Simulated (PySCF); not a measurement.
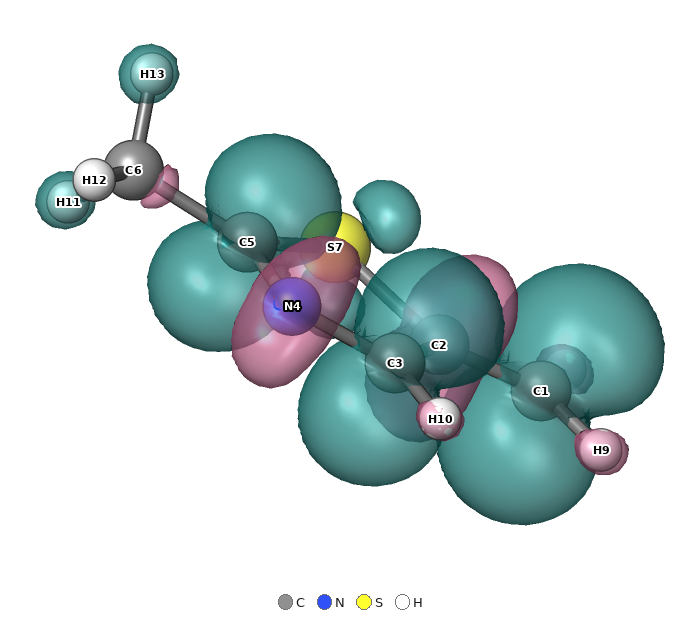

The picture shows: C₅H₆NS (doublet). Isosurfaces of the spin density at +0.015 (teal) and −0.015 e/Å³ (pink), seen at an oblique angle.

Geometry: GFN2-xTB.

Level of theory: UKS B3LYP, pcH-1 on C H N S, non-relativistic, mean-field spin-orbit, GIAO (PySCF).

```xyz
13

C    -2.7140    0.3721   -0.2320
C    -1.3931    0.1143   -0.0609
C    -0.7805   -0.9094    0.7061
N     0.5444   -0.9327    0.6976
C     1.0731    0.0049   -0.0263
C     2.5258    0.2075   -0.2083
S    -0.1020    1.0595   -0.8051
H    -3.0552    1.1847   -0.8453
H    -3.4524   -0.2422    0.2506
H    -1.3284   -1.6394    1.2725
H     2.8203    1.1983    0.1385
H     3.0636   -0.5487    0.3573
H     2.7939    0.1315   -1.2624
```

**Describe the spin distribution.**

The unpaired spin (1 electron) lies mostly on C1 (about 0.4), C3 (about 0.3) and C5 (about 0.2), in electrons by Hirshfeld's partition.
